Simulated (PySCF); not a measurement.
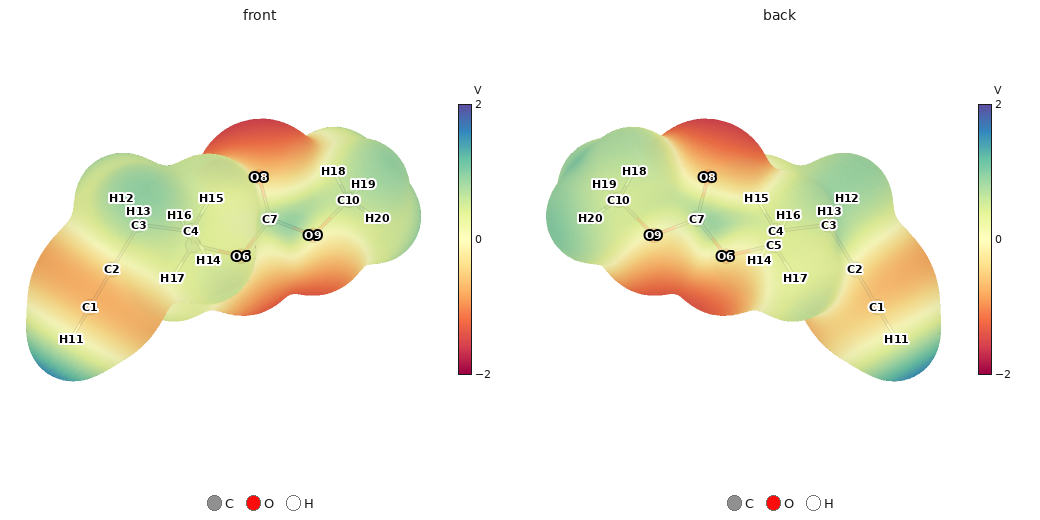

Figure. C7H10O3. The electrostatic potential painted on the density surface at 0.002 e/bohr³, seen from the front and from behind; the colour scale runs from red (negative) to blue (positive).

Geometry: GFN2-xTB.

The calculation used PBE0/pcSseg-1, SCF density, gas phase, non-relativistic in PySCF.

```
atom    x (Å)    y (Å)    z (Å)
   C   4.1737   0.5108  -1.1553
   C   3.4055  -0.1006  -0.4715
   C   2.4737  -0.8207   0.3735
   C   1.1265  -0.1000   0.4794
   C   0.4147  -0.0693  -0.8704
   O  -0.7782   0.7155  -0.8257
   C  -1.8443   0.1339  -0.2826
   O  -1.8934  -0.9801   0.1581
   O  -2.8631   0.9944  -0.3231
   C  -4.0902   0.5298   0.2246
   H   4.8542   1.0366  -1.7557
   H   2.3258  -1.8254  -0.0322
   H   2.9118  -0.9169   1.3705
   H   1.2813   0.9253   0.8217
   H   0.4933  -0.6179   1.2019
   H   0.1619  -1.0873  -1.1864
   H   1.0410   0.4112  -1.6246
   H  -4.2987  -0.4884  -0.1092
   H  -4.0458   0.5440   1.3157
   H  -4.8548   1.2157  -0.1313
```

> Describe the electrostatic potential map.

The most negative region (about −1.5 V) lies over O8, the most positive (about +1.5 V) over H11. O8 is the likeliest acceptor of a hydrogen bond.
